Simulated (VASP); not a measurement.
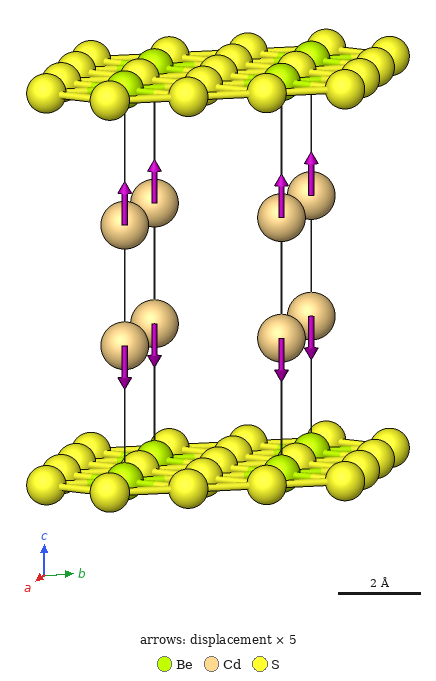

This is a relaxation of a crystal of BeCd₂S₃ (a generated structure, set up in P6/mmm). The starting structure is drawn; purple arrows show the displacements (the part carried along by the change of the cell is left out), 5 times their true length.

Style: ball-and-stick. Shown: the cell of the calculation, slightly off an axis.

The run lets cell and atoms move.

Method: VASP 6.6.1, Kohn-Sham DFT of a periodic cell, PBE, VASP PAW PBE potentials, recommended.

Input
```
SYSTEM = BeCd2S3
  PREC = Normal
  ENCUT = 520
  EDIFF = 1E-4
  ISMEAR = 0
  SIGMA = 0.15
  LREAL = .FALSE.
  LASPH = .TRUE.
  NELM = 60
  ALGO = Fast
  ISIF = 3
  LWAVE = .FALSE.
  LCHARG = .FALSE.
  GGA = PE
  IBRION = 2
  NSW = 24
  EDIFFG = -0.08
```

Launched with:
```bash
cat potpaw_PBE.64/Be/POTCAR potpaw_PBE.64/Cd/POTCAR potpaw_PBE.64/S/POTCAR > POTCAR
mpirun -np 1 vasp_std > vasp.out
```

Q: Atoms of which element are displaced furthest, and by how much?

A: Cadmium: up to 0.22 Å, against 0.00 Å for sulfur.

Q: What happened in the run?

A: The energy falls by 6.017 eV per cell of the calculation in 17 geometry steps. Largest force component: 0.36 eV/Å at the start, 0.052 eV/Å at the end. The pressure goes from 26.20 to 0.10 GPa. The largest moves relative to the cell, 0.22 Å, are those of Cd atoms. S and Be stay in place. The volume changes by +25.3 %, with a = b 4.065 → 4.991 Å (+22.8 %), c 9.654 → 8.026 Å (−16.9 %). Near-neighbour distances that change, for instance: Be–S 2.032 → 2.496 Å, S–S 2.032 → 2.496 Å, Cd–S 3.912 → 3.574 Å. The space group stays P6/mmm (No. 191). The volume changes by over a tenth within one run on a fixed set of plane waves, so the end point should be relaxed again from the new cell.

Limits of the set-up: layers or molecules are held without a dispersion correction, so their spacing is unreliable.
